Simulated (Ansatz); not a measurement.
Single-point calculation of GeHCl3O

System: GeHCl3O.
Method: RKS wB97X-V/def2-TZVPP (Ansatz 0.2.0).

The geometry comes from this level: PBE0-D4/def2-TZVP.

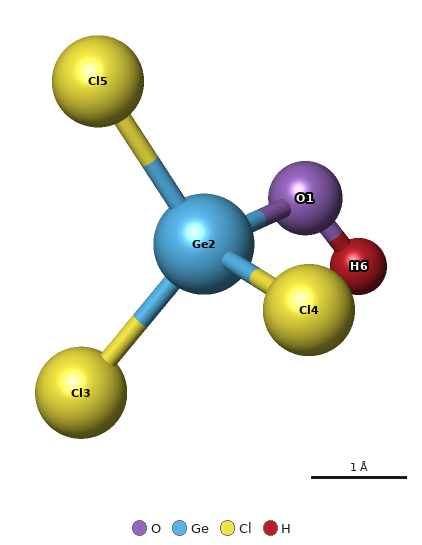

**Figure 1.** The input geometry (ball-and-stick view, seen at a tilt; atoms are numbered from 1 in the order of the input). Sticks mark near contacts. Bond lengths as drawn: Cl–Ge 2.11 to 2.12 Å, Ge–O 1.75 Å and H–O 0.96 Å.

**Input file**
```yaml
crystal:
  periodic: [false, false, false]
  atoms:
    - {symbol: O, position_ang: [-0.955284, 0.526339, 0.948905]}
    - {symbol: Ge, position_ang: [0.219384, 0.042038, -0.249001]}
    - {symbol: Cl, position_ang: [1.882665, -0.913843, 0.663393]}
    - {symbol: Cl, position_ang: [-0.634881, -1.313008, -1.644224]}
    - {symbol: Cl, position_ang: [0.829801, 1.810021, -1.221072]}
    - {symbol: H, position_ang: [-1.299683, -0.215548, 1.455900]}
basis:
  gaussian: {orbitals: def2-TZVPP}
hamiltonian: {xc: {name: wB97X-V}}
output: {orbitals: {seedname: orbitals}}
```

Launched with:
```bash
ansatz run in.yaml --threads 4 --pin off --events-out ev --progress --plain --max-ram 10444MiB
```

**The program's output**
```
Functional definition: wB97X-V
  name "wB97X-V"
  cite "Mardirossian & Head-Gordon, Phys. Chem. Chem. Phys. 16, 9904 (2014) doi:10.1039/C3CP54374A"
  cite "Becke, J. Chem. Phys. 107, 8554 (1997) doi:10.1063/1.475007"
  cite "Vydrov & Van Voorhis, J. Chem. Phys. 133, 244103 (2010) doi:10.1063/1.3521275"
  parameter omega = 0.3/bohr
  parameter cx = 0.167
  parameter cx1 = 0.603
  parameter cx2 = 1.194
  parameter css0 = 0.556
  parameter css1 = -0.257
  parameter cos0 = 1.219
  parameter cos1 = -1.850
  parameter b = 6.0
  parameter c = 0.01
  exchange = spin_sum(e_x_unif_sr(omega)*poly(b97_u_x, 1 - cx, cx1, cx2)) + cx*exact_x_sr(omega) + exact_x_lr(omega)
  correlation = spin_sum(e_c_pw_same_spin*poly(b97_u_same, css0, css1))
      + integral(e_c_pw_opposite_spin*poly(b97_u_opposite, cos0, cos1)) + vv10(b, c)
1529 factors; their error is unknown
228 factors; integrals over basis functions are off by at most 4.0e-5 eV
mean field evaluation 1: about -96139.7602 eV, gradient 5.3e1 eV
mean field evaluation 2: about -96138.0393 eV, gradient 6.6e1 eV
mean field evaluation 4: about -96144.4306 eV, gradient 1.9e0 eV
mean field evaluation 8: about -96144.4404 eV, gradient 4.0e-2 eV
mean field evaluation 16: about -96144.6741 eV, gradient 8.1e-5 eV
mean field -96144.67410469 eV, -3533.2516041466 hartree, gradient 8.1e-5 eV, S^2 0.000000; 0 other end points of the search recorded, 0 dependent functions left out
reference -96144.67410306 eV, -3533.2516040865 hartree; 46, 46 occupied and 173, 173 virtual orbitals, 1529 factors
Total energy: -96144.67410306 eV, -3533.2516040865 hartree
```

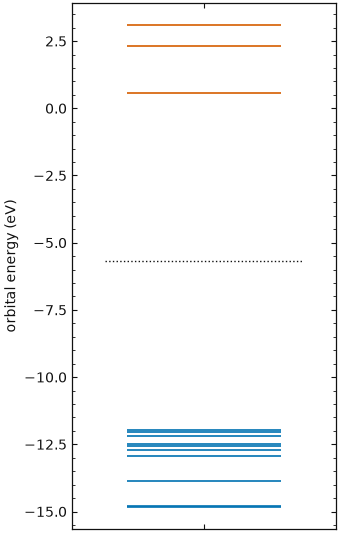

**Figure 2.** Orbital energies near the frontier; the dotted line parts filled from empty levels, and levels within 0.02 eV of each other stand side by side. Highest filled −11.95 eV, lowest empty 0.56 eV, 12.51 eV apart.

**Summary**

```csv
quantity,value
outcome,converged
total energy,−96144.6741 eV
SCF solution under orbital rotations,stable
HOMO,−11.95 eV
LUMO,0.56 eV
hardware,"4 threads of Arm Neoverse V1, 23 GiB of memory available, shared host"
wall time,8.5 s (CPU time 32 s)
peak memory,0.94 GiB
```
